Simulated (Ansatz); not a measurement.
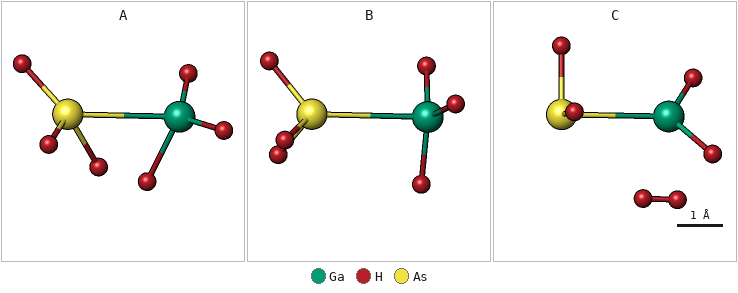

3 geometries from a converged minimum-energy path of GaAsH6, shuffled. The picture is a ball-and-stick view, seen at a tilt.

Theory: RKS PBE-D4/def2-SVP in Ansatz. Run with 7 movable images; climbing image; force threshold 0.05 eV/Å; iteration limit 60; starting path through a guess of the saddle point.

Question: Which of them lies highest in energy?

Answer: A. In order along the path, whose images run from 0 to 8: B (image 1, +0.03 eV), A (image 3, +1.44 eV), C (image 8, +0.01 eV). Breaking: Ga–H (1.59 → 2.38 Å), As–H (1.53 → 3.22 Å). Forming: H–H (3.86 → 0.78 Å).
